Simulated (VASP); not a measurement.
Consider the following.

```yaml
crystal:
  lattice:
    - [0.00000, 2.39857, 2.39857]
    - [2.39857, 0.00000, 2.39857]
    - [2.39857, 2.39857, 0.00000]
  atoms:
    - { symbol: Ca, position: [0.00000, 0.00000, 0.00000] }
    - { symbol: O, position: [0.50000, 0.50000, 0.50000] }
```

Calculation: optB86b-vdW, VASP's PBE PAW potentials (set 64) (plane waves; VASP 6.6.1). Settings: 520 eV cut-off, 11×11×11 Γ-centred mesh, tetrahedra with Blöchl corrections, potentials Ca_sv O.

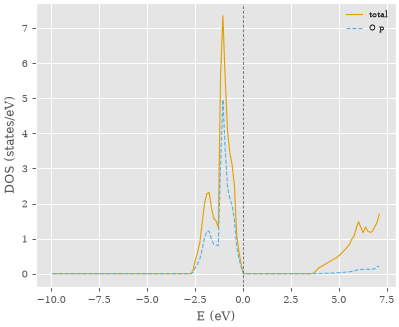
Figure. Total and projected density of states, zero at the valence-band maximum

Within 2 eV below the valence-band maximum the largest weight inside VASP's projection spheres is O p.

It has a band gap.

The compound is CaO in the rock salt structure. It was relaxed first.
